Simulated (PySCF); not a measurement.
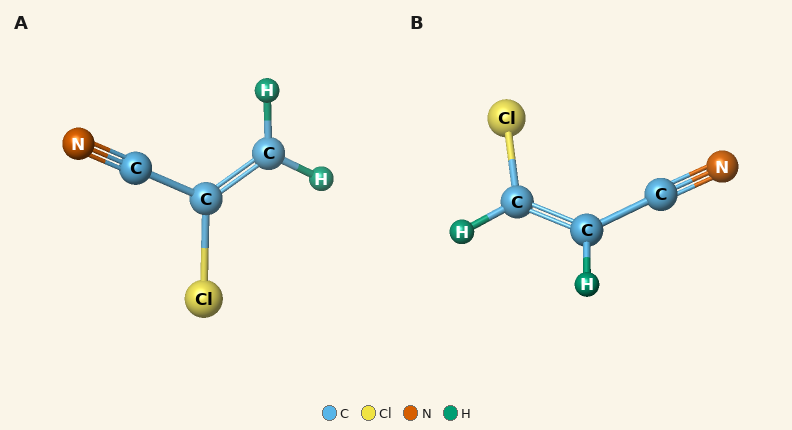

2 stationary structures of one formula. Geometries: PBE0-D3(BJ)/def2-SVP. Electronic energies: PBE0-D3(BJ)/def2-SVP (PySCF 2.14.0), without zero-point energy. No frequency run is at hand to confirm each as a minimum.

> Are they conformers, stereoisomers or constitutional isomers?

They are constitutional isomers of C3H2ClN: A `C=C(Cl)C#N`, B `N#C/C=C\Cl`.

> Rank them by energy, lowest first.

B is lowest (Cs); A lies 0.161 eV above it (Cs).
